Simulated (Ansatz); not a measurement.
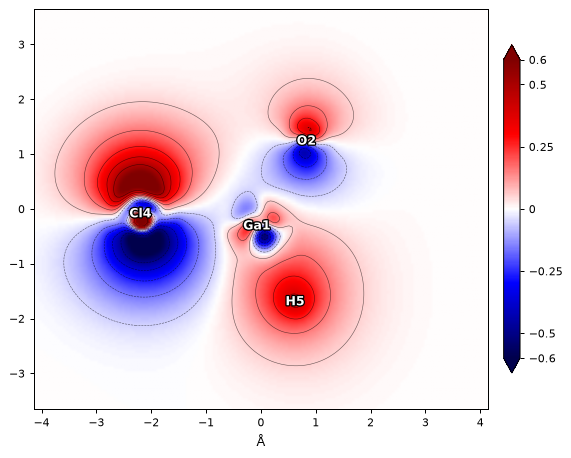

Figure. ClGaH2O···HF. The HOMO on the plane of atoms O2, Ga1 and Cl4 (values in Å⁻³ᐟ²; the overall sign is arbitrary).

These are results of RHF/def2-SVP in Ansatz, not measurements.

```tsv
atom	x (Å)	y (Å)	z (Å)
Ga	-0.0836	-0.2175	-0.0174
O	0.0121	-0.2515	1.7671
H	-0.7578	-0.4579	2.2725
Cl	1.8093	-0.4525	-0.9962
H	-1.4222	-0.1696	-0.7981
F	0.3579	2.4379	1.0467
H	0.4645	1.9067	1.7807
```

> What is the character of this orbital?

By Hirshfeld shares it lies mainly on Cl4 (about 75 %), Ga1 (about 10 %) and H5 (about 10 %); largely a lone pair of Cl4. Its energy is −12.07 eV.
